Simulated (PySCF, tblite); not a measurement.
# C₄H₁₁NSSi₂: geometry, infrared bands and NMR shifts

What infrared bands and NMR shifts should C₄H₁₁NSSi₂ (`CSC1=C[Si@@H](N)[Si@@H]1C`) show?

Computed with tblite 0.8.0 and PySCF 2.14.0, with density-fitted response routines of our own, on a single molecule in the gas phase. Atoms count from 0, in the outputs and in this text.

## (1) The starting structure

19 atoms, charge 0, multiplicity 1; geometry from: force field or distance geometry start.

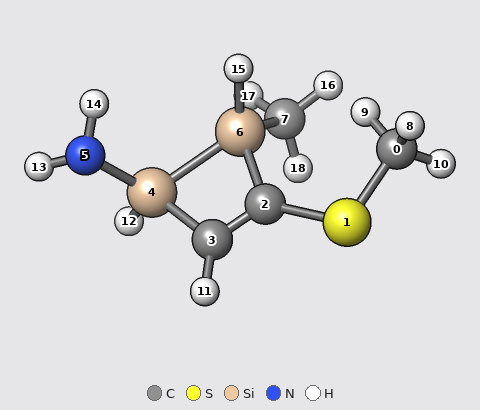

As it starts; carbon grey, sulfur yellow, silicon light orange, nitrogen blue, hydrogen white, atoms numbered; sticks join atoms by distance.

## (2) Optimising the geometry with GFN2-xTB

Job settings and geometry (Å):

```
{"job": {"kind": "relax", "xc": "GFN2-xTB", "basis": "xTB"}, "charge": 0, "multiplicity": 1}
C      3.094000    -0.021400     0.228000
S      2.225900    -1.527700    -0.298800
C      0.445700    -1.064500    -0.208500
C     -0.590800    -1.757700    -0.487000
Si    -1.992100    -0.703500    -0.188800
N     -2.987400    -1.032700     1.262100
Si    -0.279800     0.514600     0.257100
C      0.104500     1.952500    -0.896400
H      3.640100    -0.291400     1.168700
H      2.347100     0.760900     0.496600
H      3.766200     0.318100    -0.577000
H     -0.611600    -2.865300    -0.827600
H     -2.813300    -0.352200    -1.373800
H     -3.983000    -1.129100     1.059700
H     -2.774100    -0.305500     1.986600
H     -0.052200     0.879200     1.698900
H      0.994800     2.496400    -0.521400
H     -0.775900     2.605100    -0.891000
H      0.232100     1.533400    -1.894800
```

On the command line:

```bash
> OMP_NUM_THREADS=1 python probes_run.py task.json out
```

The driver reads the jobs from task.json and runs them one after another.

Output:

```text
step      E/eV     max force
  0    -644.28669    7.298
  1    -645.06301    3.756
  2    -645.24535    0.628
  3    -645.29356    0.653
  4    -645.36638    0.835
  5    -645.41480    0.596
  6    -645.44110    0.348
  7    -645.45903    0.303
  8    -645.47984    0.417
  9    -645.50043    0.499
 10    -645.51786    0.376
 11    -645.53086    0.245
 12    -645.54191    0.303
 13    -645.55274    0.302
 14    -645.56374    0.310
 15    -645.57218    0.152
 16    -645.57815    0.178
 17    -645.58526    0.231
 18    -645.59495    0.321
 19    -645.60545    0.304
 20    -645.61512    0.224
 21    -645.62368    0.223
 22    -645.62986    0.440
 23    -645.63247    0.424
 24    -645.64276    0.217
 25    -645.64981    0.162
 26    -645.65664    0.184
 27    -645.66018    0.193
 28    -645.66455    0.130
 29    -645.66720    0.110
 30    -645.66862    0.126
 31    -645.66986    0.090
 32    -645.67098    0.092
 33    -645.67225    0.100
 34    -645.67371    0.100
 35    -645.67542    0.097
 36    -645.67719    0.084
 37    -645.67883    0.094
 38    -645.68014    0.076
 39    -645.68111    0.076
 40    -645.68187    0.064
 41    -645.68260    0.066
 42    -645.68338    0.082
 43    -645.68415    0.066
 44    -645.68478    0.058
 45    -645.68522    0.051
 46    -645.68553    0.051
 47    -645.68580    0.041
 48    -645.68607    0.041
 49    -645.68631    0.041
 50    -645.68655    0.046
 51    -645.68677    0.038
 52    -645.68698    0.033
 53    -645.68716    0.036
 54    -645.68732    0.038
 55    -645.68747    0.036
 56    -645.68761    0.036
 57    -645.68774    0.026
 58    -645.68785    0.029
 59    -645.68793    0.023
 60    -645.68801    0.027
 61    -645.68810    0.031
 62    -645.68826    0.044
 63    -645.68848    0.061
 64    -645.68874    0.056
 65    -645.68893    0.029
 66    -645.68906    0.032
 67    -645.68920    0.043
 68    -645.68941    0.050
 69    -645.68967    0.048
 70    -645.68990    0.032
 71    -645.69008    0.037
 72    -645.69027    0.043
 73    -645.69053    0.045
 74    -645.69085    0.052
 75    -645.69113    0.044
 76    -645.69132    0.039
 77    -645.69147    0.032
 78    -645.69160    0.026
 79    -645.69169    0.029
 80    -645.69177    0.022
 81    -645.69184    0.024
 82    -645.69192    0.020
 83    -645.69199    0.024
 84    -645.69209    0.037
 85    -645.69225    0.050
 86    -645.69255    0.066
 87    -645.69303    0.078
 88    -645.69342    0.063
 89    -645.69376    0.060
 90    -645.69401    0.041
 91    -645.69423    0.037
 92    -645.69459    0.041
 93    -645.69515    0.058
 94    -645.69571    0.054
 95    -645.69621    0.060
 96    -645.69676    0.055
 97    -645.69741    0.079
 98    -645.69850    0.128
 99    -645.69942    0.116
100    -645.70107    0.072
101    -645.70241    0.076
102    -645.70329    0.079
103    -645.70428    0.109
104    -645.70543    0.080
105    -645.70635    0.047
106    -645.70745    0.091
107    -645.70793    0.059
108    -645.70869    0.061
109    -645.71008    0.087
110    -645.71091    0.066
111    -645.71223    0.071
112    -645.71379    0.058
113    -645.71475    0.075
114    -645.71607    0.074
115    -645.71705    0.067
116    -645.71799    0.054
117    -645.71881    0.074
118    -645.71988    0.072
119    -645.72074    0.085
120    -645.72137    0.048
121    -645.72179    0.053
122    -645.72215    0.056
123    -645.72250    0.048
124    -645.72292    0.038
125    -645.72322    0.044
126    -645.72351    0.039
127    -645.72378    0.039
128    -645.72400    0.039
129    -645.72417    0.035
130    -645.72433    0.031
131    -645.72450    0.032
132    -645.72463    0.026
133    -645.72475    0.025
134    -645.72488    0.029
135    -645.72503    0.024
136    -645.72518    0.027
137    -645.72534    0.028
138    -645.72552    0.034
139    -645.72576    0.040
140    -645.72609    0.041
141    -645.72649    0.041
142    -645.72687    0.036
143    -645.72720    0.037
144    -645.72749    0.040
145    -645.72777    0.039
146    -645.72809    0.045
147    -645.72844    0.057
148    -645.72844    0.087
149    -645.72903    0.054
150    -645.72933    0.060
151    -645.72995    0.054
152    -645.73037    0.045
153    -645.73073    0.040
154    -645.73091    0.019
155    -645.73099    0.020
156    -645.73104    0.014
157    -645.73109    0.017
158    -645.73114    0.016
159    -645.73118    0.012
160    -645.73121    0.013
161    -645.73125    0.016
162    -645.73128    0.019
163    -645.73133    0.018
164    -645.73137    0.017
165    -645.73140    0.013
166    -645.73143    0.018
167    -645.73146    0.017
168    -645.73151    0.013
169    -645.73154    0.011
170    -645.73158    0.011
171    -645.73161    0.014
172    -645.73165    0.018
173    -645.73170    0.017
174    -645.73173    0.014
175    -645.73176    0.012
176    -645.73178    0.011
177    -645.73180    0.010
```

Run time: 6.3 s. Hardware: 1 thread of Intel Xeon at 2.50GHz, shared host; peak memory 0.18 GiB.

Along the way: (not every step is listed)

```
step  energy from step 0 (eV)  largest force (eV/Å)
   0                   0.0000                7.2981
   1                  -0.7763                3.7558
   2                  -0.9587                0.6283
   3                  -1.0069                0.6527
   4                  -1.0797                0.8353
   5                  -1.1281                0.5961
   6                  -1.1544                0.3484
   7                  -1.1723                0.3034
   8                  -1.1931                0.4174
  24                  -1.3561                0.2173
  40                  -1.3952                0.0638
  56                  -1.4009                0.0359
  72                  -1.4036                0.0427
  88                  -1.4067                0.0626
 104                  -1.4187                0.0801
 120                  -1.4347                0.0476
 136                  -1.4385                0.0270
 152                  -1.4437                0.0450
 168                  -1.4448                0.0135
 172                  -1.4450                0.0185
 173                  -1.4450                0.0166
 174                  -1.4450                0.0145
 175                  -1.4451                0.0122
 176                  -1.4451                0.0112
 177                  -1.4451                0.0099
```

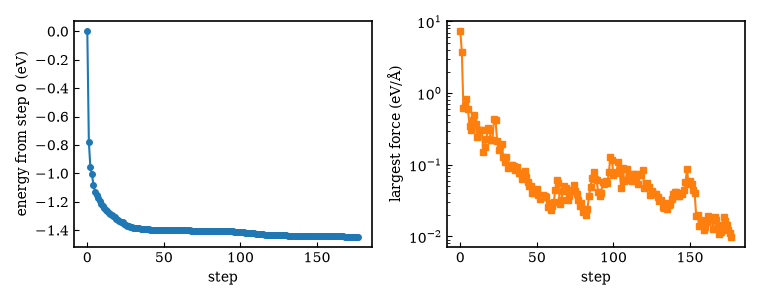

Energy and largest force along the relaxation.

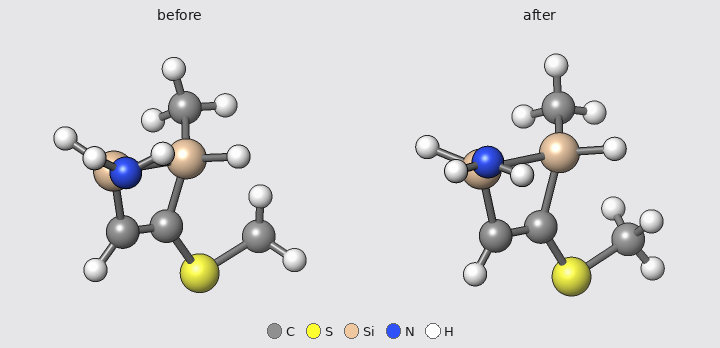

The geometry before (left) and after (right).

Close pairs (by a distance rule), those that changed most:

```csv
bond,before (Å),after (Å),change (Å)
Si4–Si6,2.148,2.329,+0.181
C2–Si6,1.799,1.928,+0.128
C3–Si4,1.779,1.897,+0.118
S1–C2,1.842,1.749,-0.092
C3–H11,1.159,1.081,-0.078
C2–C3,1.278,1.348,+0.070
Si4–N5,1.790,1.730,-0.060
N5–H14,1.048,1.008,-0.041
```

The next job starts from the end point, and lists it.

## (3) Infrared spectrum with GFN2-xTB

Job settings and geometry (Å):

```
{"job": {"kind": "ir", "xc": "GFN2-xTB", "basis": "xTB"}, "charge": 0, "multiplicity": 1}
C      3.019294    -0.071369     0.298005
S      2.100989    -1.591796    -0.092428
C      0.452717    -1.005352    -0.091606
C     -0.608849    -1.795247    -0.348440
Si    -2.110479    -0.645480    -0.200802
N     -3.249151    -0.820063     1.089211
Si    -0.292847     0.737672     0.256719
C      0.263300     2.077411    -0.975657
H      4.057226    -0.359968     0.433089
H      2.628525     0.362095     1.212784
H      2.931841     0.626875    -0.528497
H     -0.521585    -2.847075    -0.579830
H     -2.967864    -0.606321    -1.390444
H     -4.022324    -1.455753     0.972338
H     -2.901116    -0.885989     2.032415
H      0.102630     1.214493     1.600715
H      1.261256     2.450466    -0.762558
H     -0.413147     2.926215    -0.938940
H      0.259779     1.698438    -1.993535
```

Output:

```text
mode    cm-1     km/mol
  1      35.4      2.83
  2      80.7      1.42
  3      99.0      0.29
  4     107.3      0.04
  5     116.4      0.30
  6     137.3      2.18
  7     160.5      1.37
  8     175.9      0.75
  9     202.7     30.16
 10     235.5      5.45
 11     286.9      7.10
 12     344.8      8.45
 13     386.2      1.76
 14     405.1      4.94
 15     486.9    109.91
 16     524.7    128.49
 17     531.2    128.21
 18     579.5    118.42
 19     626.6     61.48
 20     664.4    113.00
 21     721.7     13.75
 22     741.1     27.74
 23     756.8     96.91
 24     807.0    151.75
 25     814.4     47.34
 26     822.9    134.16
 27     825.1     44.04
 28     872.8    147.10
 29     917.9     93.69
 30     938.0      1.06
 31     958.2     18.31
 32    1183.9     25.59
 33    1312.0      0.55
 34    1369.2      6.87
 35    1447.0     11.44
 36    1452.2      7.59
 37    1491.1      1.31
 38    1496.2      2.89
 39    1507.9    155.26
 40    1526.8     40.48
 41    2085.3    328.23
 42    2186.2    459.22
 43    3027.0     24.83
 44    3032.7      5.84
 45    3037.0     37.87
 46    3038.7     13.11
 47    3040.5      7.88
 48    3052.8      5.20
 49    3055.0     57.43
 50    3462.6      2.41
 51    3499.3      4.47
```

It took 4.7 s on 1 thread of Intel Xeon at 2.50GHz, shared host; peak memory 0.18 GiB.

Which atoms move in the most intense modes:

```
cm⁻¹  km/mol                         atoms
 525   128.5    C2 19 %, C3 19 %, Si6 16 %
 531   128.2   H14 34 %, H13 27 %, N5 17 %
 807   151.8   H17 32 %, H16 31 %, C7 13 %
 823   134.2  H14 26 %, H13 23 %, H18 11 %
 873   147.1    C2 27 %, N5 26 %, Si4 19 %
1508   155.3              C2 50 %, C3 46 %
2085   328.2                      H15 96 %
2186   459.2                      H12 96 %
```

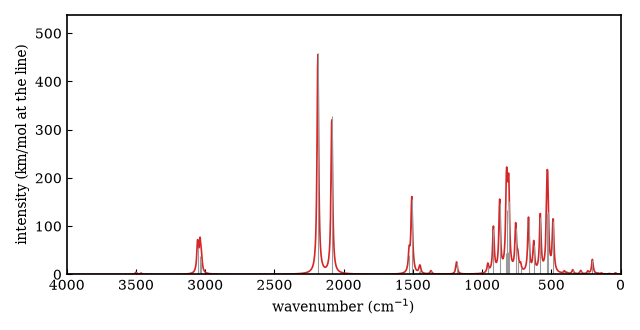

The infrared spectrum from these modes, unscaled. Lines are broadened to a width of 14 cm⁻¹ (Lorentzian).

## (4) Nuclear shieldings: PBE0/pcSseg-1

The job, as its differences from that of step 3:

```diff
@@ -1,2 +1,2 @@
-{"job": {"kind": "ir", "xc": "GFN2-xTB", "basis": "xTB"}, "charge": 0, "multiplicity": 1}
+{"job": {"kind": "nmr", "xc": "PBE0", "basis": "pcSseg-1"}, "charge": 0, "multiplicity": 1}
 C      3.019294    -0.071369     0.298005
```

Method: GIAO PBE0/pcSseg-1 NMR shielding, non-relativistic, gas phase.

Output:

```text
coarse grid: 17104 points
cycle   1  E = -1190.1542618131  dE =  7.608e-01  |g| = 5.712e-01  |ddm| = 4.094e+00
cycle   2  E = -1190.1163754577  dE =  3.789e-02  |g| = 6.962e-01  |ddm| = 1.100e+00
cycle   3  E = -1190.2313602682  dE = -1.150e-01  |g| = 7.879e-02  |ddm| = 6.764e-01
cycle   4  E = -1190.2326482645  dE = -1.288e-03  |g| = 4.039e-02  |ddm| = 1.344e-01
cycle   5  E = -1190.2330566404  dE = -4.084e-04  |g| = 1.235e-02  |ddm| = 5.346e-02
cycle   6  E = -1190.2330911212  dE = -3.448e-05  |g| = 3.878e-03  |ddm| = 1.424e-02
cycle   7  E = -1190.2330946545  dE = -3.533e-06  |g| = 7.449e-04  |ddm| = 4.105e-03
final grid: 150520 points
cycle   8  E = -1190.2792741960  dE = -2.504e-05  |g| = 1.057e-02  |ddm| = 3.152e-02
cycle   9  E = -1190.2792556694  dE =  1.853e-05  |g| = 1.363e-02  |ddm| = 2.098e-02
cycle  10  E = -1190.2793010791  dE = -4.541e-05  |g| = 7.969e-04  |ddm| = 1.292e-02
cycle  11  E = -1190.2793012234  dE = -1.443e-07  |g| = 3.319e-04  |ddm| = 1.343e-03
cycle  12  E = -1190.2793012526  dE = -2.923e-08  |g| = 8.674e-05  |ddm| = 4.825e-04
cycle  13  E = -1190.2793012542  dE = -1.605e-09  |g| = 4.060e-05  |ddm| = 1.380e-04
cycle  14  E = -1190.2793012546  dE = -3.911e-10  |g| = 8.808e-06  |ddm| = 4.161e-05
converged SCF energy = -1190.2793012546

GIAO shielding tensors (ppm)
atom      isotropic    diamagn.    paramagn.     s11        s22        s33       span
  0 C      164.223     252.866     -88.643    142.163    165.659    184.846     42.683
  1 S      425.084    1056.921    -631.838    201.295    392.351    681.605    480.309
  2 C        0.826     267.172    -266.346    -92.085    -34.394    128.955    221.040
  3 C       28.168     259.353    -231.185    -57.829      0.936    141.396    199.226
  4 Si     379.006     880.375    -501.369    319.915    377.311    439.792    119.877
  5 N      243.353     316.246     -72.893    218.007    251.356    260.697     42.690
  6 Si     357.503     883.291    -525.788    289.914    361.153    421.441    131.526
  7 C      187.623     254.123     -66.500    182.317    188.624    191.929      9.612
  8 H       29.789      28.672       1.117     24.886     26.757     37.725     12.839
  9 H       29.203      32.014      -2.810     25.320     27.943     34.347      9.026
 10 H       29.052      31.971      -2.919     24.437     28.081     34.638     10.200
 11 H       24.702      33.435      -8.732     22.661     24.109     27.336      4.675
 12 H       26.472      29.709      -3.237     22.991     25.619     30.807      7.816
 13 H       30.934      27.877       3.057     23.772     26.387     42.642     18.870
 14 H       31.459      31.886      -0.427     23.926     29.158     41.294     17.368
 15 H       26.282      31.219      -4.937     24.236     25.121     29.490      5.254
 16 H       31.183      31.374      -0.191     26.229     29.742     37.579     11.350
 17 H       31.441      29.883       1.558     26.814     28.449     39.060     12.246
 18 H       31.255      31.980      -0.725     27.623     29.072     37.070      9.446
```

Run time: 2.7 min. Hardware: 1 thread of Intel Xeon at 2.50GHz, shared host; peak memory 1 GiB.

Shifts follow as δ = σ(reference) − σ, with reference shieldings (ppm) from runs at the same level and on the same kind of geometry: 1H TMS 31.72, 13C TMS 186.9, 29Si TMS 349.2, 15N NH3 267.7, 33S CS2 504. The references are single molecules in the gas phase, so shifts against H2O, NH3, PH3, H3PO4 or CFCl3 are not on the usual liquid scales and can be off by tens of ppm. Atoms listed in one row are averaged.

```csv
atoms,environment,σ (ppm),δ (ppm),δ scaled to CDCl3
C2,fully substituted alkene carbon,0.8,186.1,175.3
C3,alkene CH,28.2,158.8,153.0
C0,methyl carbon bonded to S,164.2,22.7,15.8
C7,methyl carbon bonded to Si,187.6,-0.7,-2.6
H11,hydrogen on an alkene CH,24.70,7.01,6.72
H15,"hydrogen on a silicon bonded to 2 C, Si, in a 4-membered ring",26.28,5.43,–
H12,"hydrogen on a silicon bonded to C, N, Si, in a 4-membered ring",26.47,5.24,–
"H8, H9, H10",hydrogen on a methyl carbon bonded to S,29.35,2.37,2.34
"H13, H14",hydrogen on a nitrogen bonded to Si,31.20,0.52,–
"H16, H17, H18",hydrogen on a methyl carbon bonded to Si,31.29,0.42,0.50
S1,sulfide sulfur,425,79,–
Si6,"silicon bonded to 2 C, Si, H, in a 4-membered ring",357.5,-8.3,–
Si4,"silicon bonded to C, N, Si, H, in a 4-membered ring",379.0,-29.8,–
N5,"nitrogen bonded to Si, 2 H",243.4,24.4,–
```

The scaled column applies a straight-line fit of computed shieldings to shifts measured in CDCl3, with any fitted terms for Cl, Br or S neighbours (root-mean-square error 0.16 ppm for H, 1.9 ppm for C).

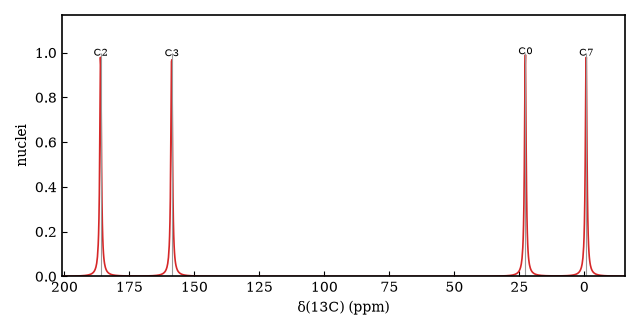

13C lines at the computed shifts, without couplings. Lines are broadened to a width of 0.75 ppm (Lorentzian).

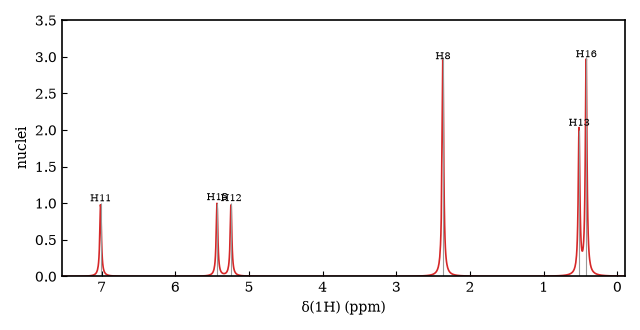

1H lines at the computed shifts, without couplings. Lines are broadened to a width of 0.03 ppm (Lorentzian).

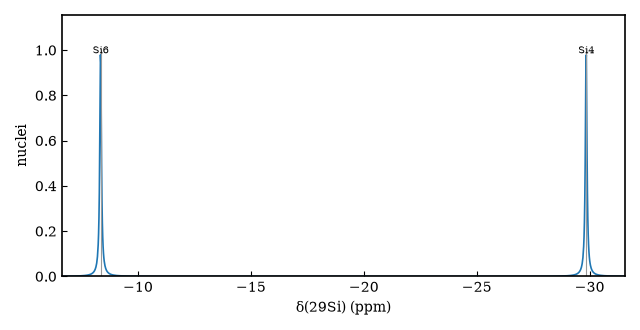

29Si lines at the computed shifts, without couplings. Lines are broadened to a width of 0.09 ppm (Lorentzian).

The run also stored atomic charges by several schemes (e):

```
atoms  Mulliken    IAO  Hirshfeld  ESP fit
   C0     -0.41  -0.50      -0.12    -0.39
   S1      0.08   0.17       0.01    -0.13
   C2     -0.54  -0.35      -0.11    -0.01
   C3     -0.31  -0.47      -0.17    -0.49
  Si4      0.65   0.76       0.29     0.53
   N5     -0.61  -0.83      -0.32    -1.07
  Si6      0.50   0.56       0.26     0.37
   C7     -0.61  -0.71      -0.21    -0.63
```

Hirshfeld charges:

C0 -0.12; S1 0.01; C2 -0.11; C3 -0.17; Si4 0.29; N5 -0.32; Si6 0.26; C7 -0.21; H8 0.05; H9 0.04; H10 0.04; H11 0.03; H12 -0.08; H13 0.12; H14 0.11; H15 -0.08; H16 0.04; H17 0.04; H18 0.04

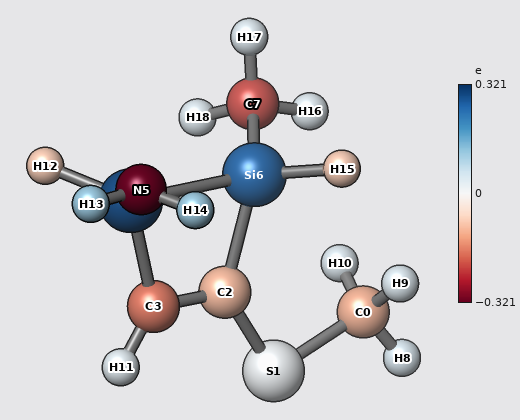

Hirshfeld charges, as colours on the atoms.

Mayer bond orders: C0–S1 0.99, S1–C2 1.04, C2–C3 1.75, C3–Si4 0.86, Si4–N5 1.07, Si4–Si6 0.93, Si6–C7 0.94, Si6–C2 0.77.

Ring of atoms C2, C3, Si4, Si6: NICS(0) -0.6, NICS(1) -3.4, NICS(1)zz 2.7 ppm (means of both faces).

The fields below are evaluated on a grid from the run's orbitals.

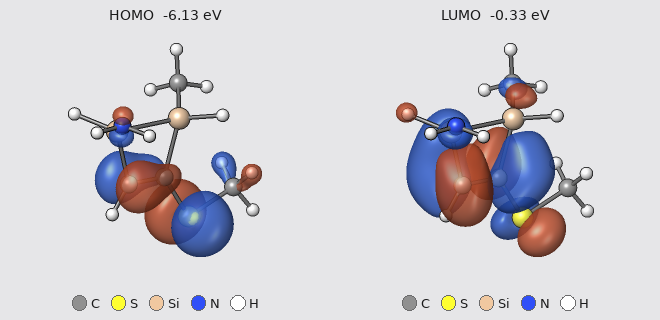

Frontier orbitals at PBE0/pcSseg-1; each surface holds 70 % of the orbital's density, blue and red mark the sign.

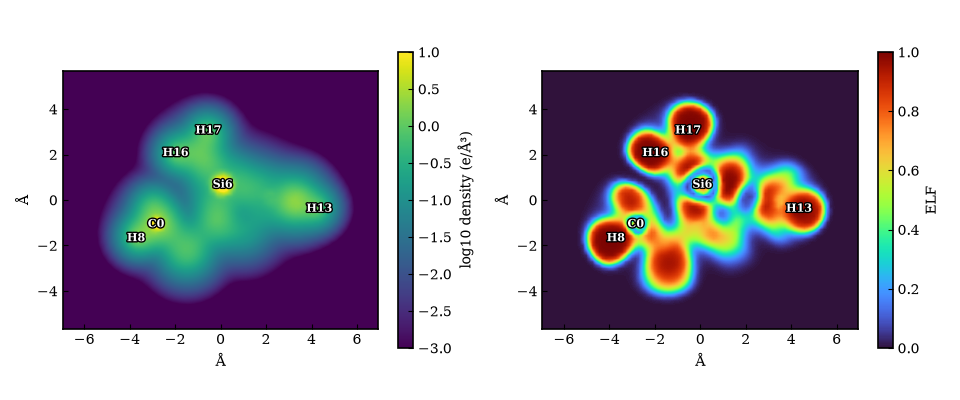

Density (left) and ELF (right) in a plane through or near 6 of the atoms.

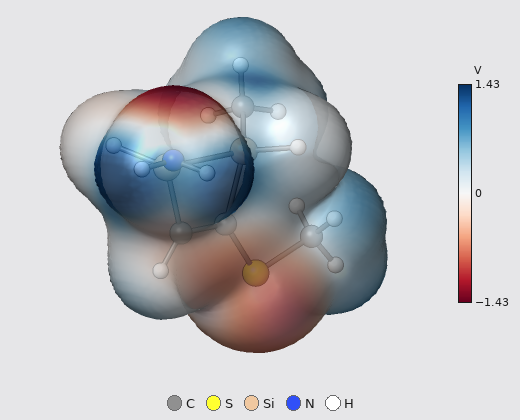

Electrostatic potential on the surface of density 0.002 e/bohr³; red is low, blue high. It runs from -1.12 V near N5 to 1.43 V near H13.

## (5) Results

| quantity | value |
| --- | --- |
| strongest single infrared mode (GFN2-xTB) | 2186 cm⁻¹, 459 km/mol |
| zero-point energy (GFN2-xTB) | 86.7 kcal/mol |
| 13C shifts against TMS (PBE0/pcSseg-1) | 186.1, 158.8, 22.7, -0.7 ppm |
| 1H shifts against TMS (PBE0/pcSseg-1, means over atoms taken as alike) | 7.01, 5.43, 5.24, 2.37, 0.52, 0.42 ppm |
| 33S shifts against CS2 (PBE0/pcSseg-1) | 79 ppm |
| 29Si shifts against TMS (PBE0/pcSseg-1) | -8.3, -29.8 ppm |
| 15N shifts against NH3 (PBE0/pcSseg-1) | 24.4 ppm |
| surface potential, least and greatest | -1.12 V and 1.43 V |

Over 177 steps the energy fell by 1.445 eV; of the close pairs, Si4–Si6 changed most, 2.148 to 2.329 Å. No mode is imaginary among the 51: a minimum at this level. The strongest single mode, at 2186 cm⁻¹, moves mainly H12. GFN2-xTB is a fitted tight-binding method: band positions and strengths are rough. Its intensities can rank the bands wrongly. The most deshielded hydrogen is H11 (hydrogen on an alkene CH), at 7.01 ppm: attached to an sp2 carbon and in the plane of the double bond. At PBE0/pcSseg-1: The widest tensor belongs to S1: span 480 ppm, with a paramagnetic part of -632 ppm. At PBE0/pcSseg-1, counted by nearest atom on the grid, the HOMO lies on S1 53 %; C3 22 %, the LUMO on C2 33 %; C3 23 %.
